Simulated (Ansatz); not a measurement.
# FH₄OSi₂ radical: shape, modes and thermochemistry

Aim: relax FH₄OSi₂ radical from a cheap starting geometry, then compute its harmonic vibrations to see whether it is a minimum and to get the zero-point energy and entropy, and look at its orbitals and charge.

The runs use Ansatz 0.2.0, Gaussian basis; UKS PBE0-D4/def2-TZVP.

The runs, in order: relaxation at PBE-D4/def2-SVP; relaxation at PBE0-D4/def2-TZVP; harmonic vibrations at the same level; a single point in def2-TZVPP for the fields.

## 1. Starting geometry

SMILES `F[SiH2]O[SiH2]`, 8 atoms, charge 0, spin multiplicity 2.

Atoms are counted from 1 here; the program's logs count them from 0.

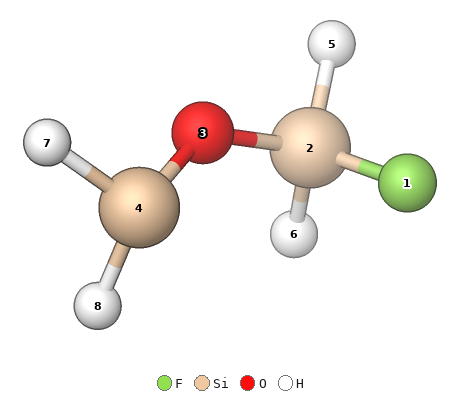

The starting geometry (fluorine green, silicon light orange, oxygen red, hydrogen white); atoms are numbered from 1 in the order of the file.

Coordinates:

```
F    -0.3122    1.6998    1.3880
Si    0.3811    1.2658    0.0386
O    -0.3815   -0.1129   -0.5042
Si   -0.7096   -1.5780    0.1164
H     0.2733    2.3217   -1.0083
H     1.8105    1.0176    0.3458
H    -1.4494   -2.3599   -0.9349
H     0.4800   -2.3112    0.5027
```

The start is a force-field geometry with small random shifts, so a cheaper pass at PBE-D4/def2-SVP comes first.

## 2. Relaxation at PBE-D4/def2-SVP (cheap first pass)

in.yaml

```yaml
crystal:
  periodic: [false, false, false]
  atoms:
    - {symbol: F, position_ang: [-0.312200, 1.699800, 1.388000]}
    - {symbol: Si, position_ang: [0.381100, 1.265800, 0.038600]}
    - {symbol: O, position_ang: [-0.381500, -0.112900, -0.504200]}
    - {symbol: Si, position_ang: [-0.709600, -1.578000, 0.116400]}
    - {symbol: H, position_ang: [0.273300, 2.321700, -1.008300]}
    - {symbol: H, position_ang: [1.810500, 1.017600, 0.345800]}
    - {symbol: H, position_ang: [-1.449400, -2.359900, -0.934900]}
    - {symbol: H, position_ang: [0.480000, -2.311200, 0.502700]}
basis:
  gaussian: {orbitals: def2-SVP}
magnetization: {spin_polarized: true, initial_magnetization: 1}
hamiltonian: {xc: pbe, dispersion: d4}
relax: {f_tol: 0.03, max_steps: 200}
```

Launch:

```sh
> ansatz run in.yaml --threads 4 --pin off --events-out ev --progress --plain --max-ram 10444MiB
```

The log of the run, cut to the lines that bear on the results:

```text
Functional definition: PBE
  name "PBE"
  cite "Perdew, Burke & Ernzerhof, Phys. Rev. Lett. 77, 3865 (1996) doi:10.1103/PhysRevLett.77.3865"
  parent pbe
[...]
915 factors; their error is unknown
[...]
mean field -20564.22101502 eV, -755.7211833722 hartree, gradient 2.4e-5 eV, S^2 0.751298; 0 other end points of the search recorded, 0 dependent functions left out
[...]
reference -20564.22105151 eV, -755.7211847132 hartree; 25, 24 occupied and 59, 60 virtual orbitals, 915 factors
relax step   1: F+E_penalty+E_count = -20564.38811882 eV  Δ(F+E_penalty+E_count) = +0.000e0 eV  max|allowed force component| = 1.777e0 eV/Å  Δτ_max = 0.0000 Å  (28 SCF iters, accepted)
[...]
relax step   6: F+E_penalty+E_count = -20564.57867330 eV  Δ(F+E_penalty+E_count) = -2.721e-4 eV  max|allowed force component| = 3.307e-2 eV/Å  Δτ_max = 0.0192 Å  (31 SCF iters, accepted)
[...]
relax step   7: F+E_penalty+E_count = -20564.57893784 eV  Δ(F+E_penalty+E_count) = -2.645e-4 eV  max|allowed force component| = 1.262e-2 eV/Å  Δτ_max = 0.0388 Å  (30 SCF iters, accepted)
915 factors; their error is unknown
[...]
mean field -20564.41431866 eV, -755.7282871500 hartree, gradient 1.3e-5 eV, S^2 0.751273; 1 other end points of the search recorded, 0 dependent functions left out
[...]
reference -20564.41435554 eV, -755.7282885053 hartree; 25, 24 occupied and 59, 60 virtual orbitals, 915 factors
Total energy: -20564.57897472 eV, -755.7343381487 hartree
Atom 0 at    -0.249225     1.896212     1.422234 Å, force     0.005532     0.000846    -0.003348 eV/Å
Atom 1 at     0.392955     1.285216     0.049718 Å, force    -0.012373    -0.012616     0.006537 eV/Å
Atom 2 at    -0.434629    -0.090088    -0.378885 Å, force     0.003682    -0.004580     0.001158 eV/Å
Atom 3 at    -0.772422    -1.667705     0.109417 Å, force     0.006846     0.009413    -0.002798 eV/Å
Atom 4 at     0.207174     2.288021    -1.041885 Å, force     0.003752     0.000381     0.001148 eV/Å
Atom 5 at     1.829594     0.963538     0.333659 Å, force    -0.003798     0.003116    -0.003142 eV/Å
Atom 6 at    -1.392344    -2.372513    -1.071585 Å, force     0.000037     0.000386     0.000161 eV/Å
Atom 7 at     0.511095    -2.359782     0.521427 Å, force    -0.003678     0.003055     0.000284 eV/Å
Dipole moment:     0.128595    -0.136973    -0.127375 e Å
```

Wall time 9 s (4 threads of Arm Neoverse V1, shared host).

Along the way: (the energy doesn't fall at every step)

```tsv
step	energy from step 1 (eV)	largest force component (eV/Å)
1	0.0000	1.7771
2	-0.1350	1.0326
3	-0.1741	0.3174
4	-0.1688	0.3943
5	-0.1903	0.0412
6	-0.1906	0.0331
7	-0.1908	0.0126
```

Close pairs (by a distance rule), those that changed most:

```tsv
bond	before (Å)	after (Å)	change (Å)
Si4–H8	1.450	1.515	+0.065
O3–Si4	1.625	1.686	+0.061
F1–Si2	1.578	1.634	+0.056
Si2–H6	1.483	1.499	+0.016
Si2–O3	1.666	1.661	-0.005
Si4–H7	1.505	1.509	+0.004
Si2–H5	1.491	1.494	+0.003
```

## 3. Relaxation at PBE0-D4/def2-TZVP

in.yaml

```yaml
crystal:
  periodic: [false, false, false]
  atoms:
    - {symbol: F, position_ang: [-0.249225, 1.896212, 1.422234]}
    - {symbol: Si, position_ang: [0.392955, 1.285216, 0.049718]}
    - {symbol: O, position_ang: [-0.434629, -0.090088, -0.378885]}
    - {symbol: Si, position_ang: [-0.772422, -1.667705, 0.109417]}
    - {symbol: H, position_ang: [0.207174, 2.288021, -1.041885]}
    - {symbol: H, position_ang: [1.829594, 0.963538, 0.333659]}
    - {symbol: H, position_ang: [-1.392344, -2.372513, -1.071585]}
    - {symbol: H, position_ang: [0.511095, -2.359782, 0.521427]}
basis:
  gaussian: {orbitals: def2-TZVP}
magnetization: {spin_polarized: true, initial_magnetization: 1}
hamiltonian: {xc: pbe0, dispersion: d4}
relax: {f_tol: 0.005, max_steps: 150}
```

The command is unchanged.

The log of the run, cut to the lines that bear on the results:

```text
Functional definition: PBE0
  name "PBE0"
  cite "Adamo & Barone, J. Chem. Phys. 110, 6158 (1999) doi:10.1063/1.478522"
  cite "Perdew, Burke & Ernzerhof, Phys. Rev. Lett. 77, 3865 (1996) doi:10.1103/PhysRevLett.77.3865"
  parent pbe
[...]
1019 factors; their error is unknown
[...]
mean field -20577.91467623 eV, -756.2244161399 hartree, gradient 3.6e-5 eV, S^2 0.752041; 0 other end points of the search recorded, 0 dependent functions left out
[...]
reference -20577.91471020 eV, -756.2244173881 hartree; 25, 24 occupied and 135, 136 virtual orbitals, 1019 factors
relax step   1: F+E_penalty+E_count = -20578.05407078 eV  Δ(F+E_penalty+E_count) = +0.000e0 eV  max|allowed force component| = 1.082e0 eV/Å  Δτ_max = 0.0000 Å  (29 SCF iters, accepted)
[...]
reference -20578.00715768 eV, -756.2278147704 hartree; 25, 24 occupied and 135, 136 virtual orbitals, 1019 factors
Total energy: -20578.14729688 eV, -756.2329647910 hartree
Atom 0 at    -0.126484     1.802099     1.445916 Å, force     0.000504    -0.000713    -0.001750 eV/Å
Atom 1 at     0.391252     1.262025     0.038702 Å, force    -0.000094     0.000801     0.000523 eV/Å
Atom 2 at    -0.397340    -0.101704    -0.339371 Å, force     0.001296     0.000248     0.000744 eV/Å
Atom 3 at    -0.821382    -1.636387     0.065927 Å, force    -0.001238     0.000533     0.000111 eV/Å
Atom 4 at     0.081530     2.283459    -0.980603 Å, force    -0.001462     0.000460    -0.000334 eV/Å
Atom 5 at     1.839755     0.995759     0.178127 Å, force     0.000127    -0.001098     0.000860 eV/Å
Atom 6 at    -1.207763    -2.342842    -1.186622 Å, force     0.000638     0.000234     0.000308 eV/Å
Atom 7 at     0.332631    -2.319510     0.722024 Å, force     0.000229    -0.000465    -0.000462 eV/Å
Dipole moment:     0.100302    -0.118135    -0.170133 e Å
```

Run time: 60 s. Hardware: 4 threads of Arm Neoverse V1, shared host; peak memory 0.44 GiB.

Along the way:

```tsv
step	energy from step 1 (eV)	largest force component (eV/Å)
1	0.0000	1.0815
2	-0.0651	0.6446
3	-0.0897	0.0836
4	-0.0903	0.0531
5	-0.0918	0.0915
6	-0.0925	0.0379
7	-0.0927	0.0173
8	-0.0928	0.0097
9	-0.0929	0.0093
10	-0.0929	0.0242
11	-0.0929	0.0145
12	-0.0930	0.0156
13	-0.0930	0.0125
14	-0.0931	0.0140
15	-0.0931	0.0164
16	-0.0931	0.0157
17	-0.0932	0.0145
18	-0.0932	0.0099
19	-0.0932	0.0105
20	-0.0932	0.0059
21	-0.0932	0.0018
```

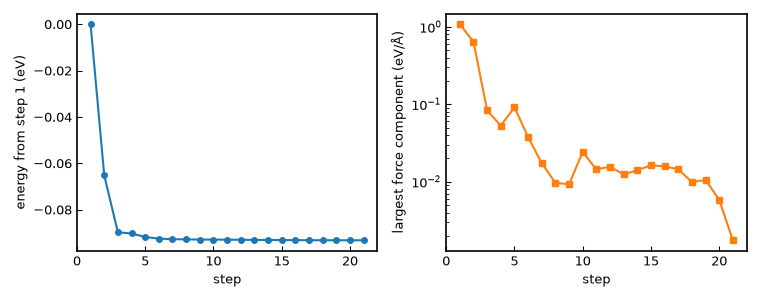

Energy and force, step by step.

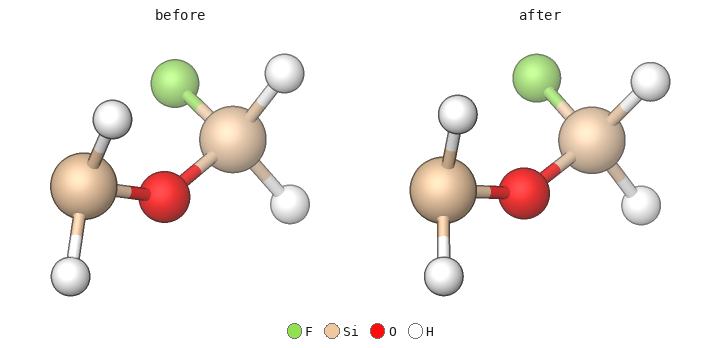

Before and after, at one scale.

Close pairs (by a distance rule), those that changed most:

```tsv
bond	before (Å)	after (Å)	change (Å)
O3–Si4	1.686	1.643	-0.043
Si2–O3	1.661	1.620	-0.041
F1–Si2	1.634	1.594	-0.040
Si4–H8	1.515	1.493	-0.022
Si2–H6	1.499	1.479	-0.020
Si4–H7	1.509	1.489	-0.020
Si2–H5	1.494	1.476	-0.018
```

Mulliken charges of the relaxed molecule (report file):

```tsv
atom	value (e)
F1	-0.31
Si2	0.55
O3	-0.34
Si4	0.20
H5	-0.04
H6	-0.04
H7	-0.01
H8	-0.01
```

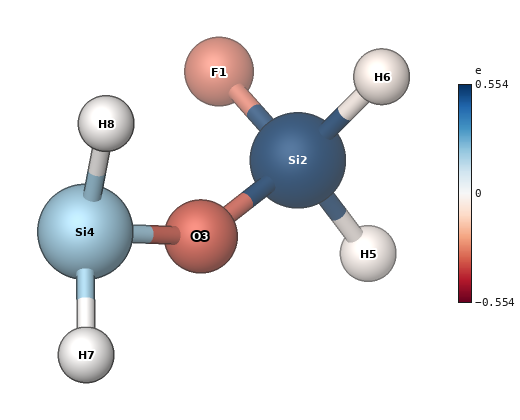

Mulliken charges of the relaxed molecule (report file), as colours on the atoms.

## 4. Vibrations by finite differences

in.yaml

```yaml
crystal:
  periodic: [false, false, false]
  atoms:
    - {symbol: F, position_ang: [-0.126484, 1.802099, 1.445916]}
    - {symbol: Si, position_ang: [0.391252, 1.262025, 0.038702]}
    - {symbol: O, position_ang: [-0.397340, -0.101704, -0.339371]}
    - {symbol: Si, position_ang: [-0.821382, -1.636387, 0.065927]}
    - {symbol: H, position_ang: [0.081530, 2.283459, -0.980603]}
    - {symbol: H, position_ang: [1.839755, 0.995759, 0.178127]}
    - {symbol: H, position_ang: [-1.207763, -2.342842, -1.186622]}
    - {symbol: H, position_ang: [0.332631, -2.319510, 0.722024]}
basis:
  gaussian: {orbitals: def2-TZVP}
magnetization: {spin_polarized: true, initial_magnetization: 1}
hamiltonian: {xc: pbe0, dispersion: d4}
phonons: {temperatures: {t_min: 298.15, t_max: 900, t_step: 200}}
```

Same command.

The log of the run, cut to the lines that bear on the results:

```text
Functional definition: PBE0
  name "PBE0"
  cite "Adamo & Barone, J. Chem. Phys. 110, 6158 (1999) doi:10.1063/1.478522"
  cite "Perdew, Burke & Ernzerhof, Phys. Rev. Lett. 77, 3865 (1996) doi:10.1103/PhysRevLett.77.3865"
  parent pbe
[...]
1019 factors; their error is unknown
[...]
mean field -20578.00713208 eV, -756.2278138297 hartree, gradient 1.6e-5 eV, S^2 0.751995; 0 other end points of the search recorded, 0 dependent functions left out
[...]
reference -20578.00716539 eV, -756.2278150540 hartree; 25, 24 occupied and 135, 136 virtual orbitals, 1019 factors
[...]
1019 factors; their error is unknown
mean field -20578.00711740 eV, -756.2278132901 hartree, gradient 1.5e-6 eV, S^2 0.751995; 0 other end points of the search recorded, 0 dependent functions left out
[...]
reference -20578.00715071 eV, -756.2278145143 hartree; 25, 24 occupied and 135, 136 virtual orbitals, 1019 factors
[...]
Atom 0 at    -0.126484     1.802099     1.445916 Å, force     0.000576    -0.000712    -0.001843 eV/Å
Atom 1 at     0.391252     1.262025     0.038702 Å, force    -0.000199     0.000778     0.000636 eV/Å
Atom 2 at    -0.397340    -0.101704    -0.339371 Å, force     0.001363     0.000249     0.000777 eV/Å
Atom 3 at    -0.821382    -1.636387     0.065927 Å, force    -0.001280     0.000549     0.000058 eV/Å
Atom 4 at     0.081530     2.283459    -0.980603 Å, force    -0.001476     0.000466    -0.000337 eV/Å
Atom 5 at     1.839755     0.995759     0.178127 Å, force     0.000133    -0.001092     0.000848 eV/Å
Atom 6 at    -1.207763    -2.342842    -1.186622 Å, force     0.000658     0.000227     0.000312 eV/Å
Atom 7 at     0.332631    -2.319510     0.722024 Å, force     0.000225    -0.000464    -0.000451 eV/Å
Dipole moment:     0.100302    -0.118133    -0.170136 e Å
Vibrations: 28.40 65.98 80.69 326.63 598.83 694.68 725.41 744.42 784.88 878.29 917.28 954.43 981.19 1132.33 2165.80 2207.97 2259.71 2279.87 cm⁻¹, zero-point energy 1.105120 eV
```

Run time: 82 s. Hardware: 4 threads of Arm Neoverse V1, shared host; peak memory 0.44 GiB.

Motions are named by where the mode's potential energy lies. The modes, unscaled (a negative number is an imaginary wavenumber):

```tsv
mode	cm⁻¹	motion
1	28	torsion
2	66	torsion
3	81	bend
4	327	bend
5	599	Si–O stretch
6	695	bend
7	725	bend
8	744	bend
9	785	bend with torsion
10	878	Si–F stretch
11	917	bend
12	954	bend
13	981	bend
14	1132	Si–O stretch
15	2166	Si–H stretch
16	2208	Si–H stretch
17	2260	Si–H stretch
18	2280	Si–H stretch
```

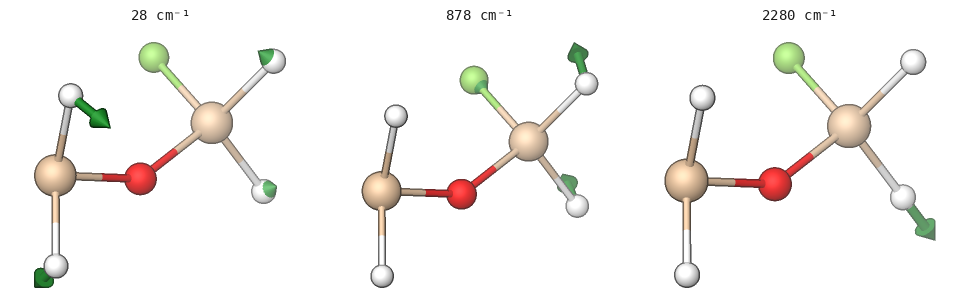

How the atoms move in 3 of the modes.

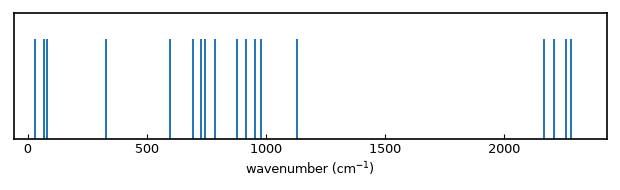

The harmonic wavenumbers as sticks (no intensities were computed).

Ideal gas, rigid rotor and harmonic oscillator at 298.15 K and 1 bar, with symmetry number 1:

```tsv
term	value
zero-point energy	106.6 kJ/mol
H(298) − E	126.0 kJ/mol
entropy, electronic degeneracy	5.8 J/(mol K)
entropy, translation	165.7 J/(mol K)
entropy, rotation	109.3 J/(mol K)
entropy, vibration	72.9 J/(mol K)
entropy, total	353.7 J/(mol K)
```

## 5. Orbitals, density and potential

in.yaml: that of step 4 with these lines changed.

```diff
@@ -12,5 +12,5 @@
 basis:
-  gaussian: {orbitals: def2-TZVP}
+  gaussian: {orbitals: def2-TZVPP}
 magnetization: {spin_polarized: true, initial_magnetization: 1}
 hamiltonian: {xc: pbe0, dispersion: d4}
-phonons: {temperatures: {t_min: 298.15, t_max: 900, t_step: 200}}
+output: {orbitals: {seedname: orbitals}}
```

The command is unchanged.

The log of the run:

```text
Functional definition: PBE0
  name "PBE0"
  cite "Adamo & Barone, J. Chem. Phys. 110, 6158 (1999) doi:10.1063/1.478522"
  cite "Perdew, Burke & Ernzerhof, Phys. Rev. Lett. 77, 3865 (1996) doi:10.1103/PhysRevLett.77.3865"
  parent pbe
  parameter a = 0.25
  parameter kappa = 0.804
  parameter beta = 0.06672455060314922
  exchange = (1 - a)*pbe_x(kappa = kappa, mu = beta*pi^2/3) + a*exact_x
  correlation = pbe_c(beta = beta)
1125 factors; their error is unknown
mean field evaluation 1: about -20572.7088 eV, gradient 4.2e1 eV
mean field evaluation 2: about -20560.7924 eV, gradient 7.1e1 eV
mean field evaluation 4: about -20577.9245 eV, gradient 4.6e0 eV
mean field evaluation 8: about -20578.0289 eV, gradient 3.3e-2 eV
mean field evaluation 16: about -20578.0289 eV, gradient 1.9e-5 eV
mean field -20578.02889349 eV, -756.2286135467 hartree, gradient 1.9e-5 eV, S^2 0.752080; 0 other end points of the search recorded, 0 dependent functions left out
reference -20578.02892629 eV, -756.2286147523 hartree; 25, 24 occupied and 177, 178 virtual orbitals, 1125 factors
Total energy: -20578.16906549 eV, -756.2337647727 hartree
```

Wall time 3.2 s (4 threads of Arm Neoverse V1, shared host); peak memory 0.56 GiB.

The fields below are evaluated on a grid from the run's orbitals.

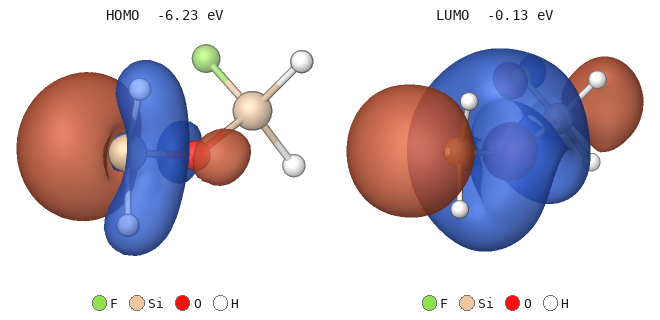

Frontier orbitals at PBE0-D4/def2-TZVPP (alpha spin); each surface holds 70 % of the orbital's density, blue and red mark the sign.

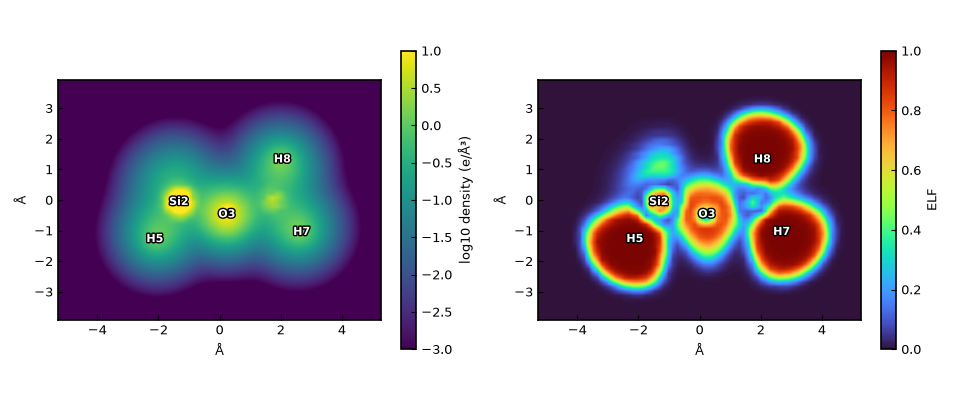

Density (left) and ELF (right) in a plane through or near 5 of the atoms.

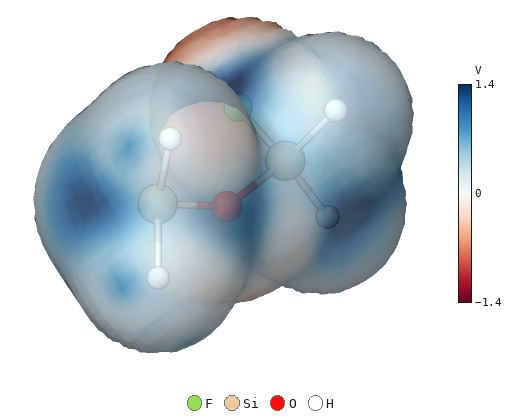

Electrostatic potential on the surface of density 0.002 e/bohr³; red is low, blue high. It runs, from the 1st to the 99th percentile, from -0.84 V near F1 to 1.40 V near Si2.

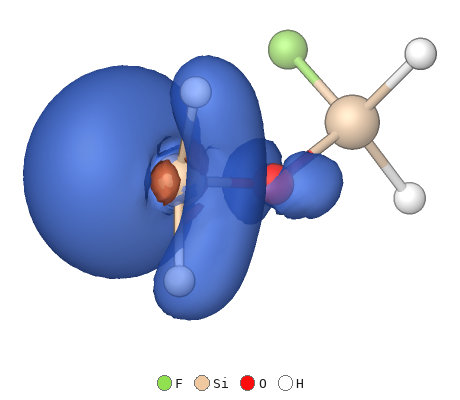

Spin density at ±0.02 e/Å³ (alpha excess blue, beta excess red).

## 6. Summary of results

| quantity | value |
| --- | --- |
| point group | C1 |
| steps | 7 + 21 |
| shift from the start (rms) | 0.211 Å |
| total energy | -20578.1473 eV |
| dispersion term | -140 meV |
| dipole moment | 1.11 D |
| lowest, highest wavenumber | 28, 2280 cm⁻¹ |
| zero-point energy | 106.6 kJ/mol |
| entropy at 298.15 K | 353.7 J/(mol K) |
| HOMO, LUMO (alpha spin) | -6.23, -0.13 eV |

In words: The atoms moved 0.21 Å (rms) from the start; the bond that changed most is Si2–O3, from 1.666 to 1.620 Å. All wavenumbers are real, so the end point is a minimum. The stiffest mode, 2280 cm⁻¹, is an Si–H stretch, and 3 modes under 200 cm⁻¹ make the vibrational entropy uncertain. Harmonic hybrid wavenumbers usually lie a few per cent above measured fundamentals. The largest Mulliken charge, +0.55 e, sits on Si2. The alpha HOMO lies mostly on Si4 63 %; H7, H8 about 13 % each and the LUMO on Si4 27 %; H7, H8 about 17 % each. The unpaired spin sits mainly on Si4 69 %; H7, H8 about 11 % each.
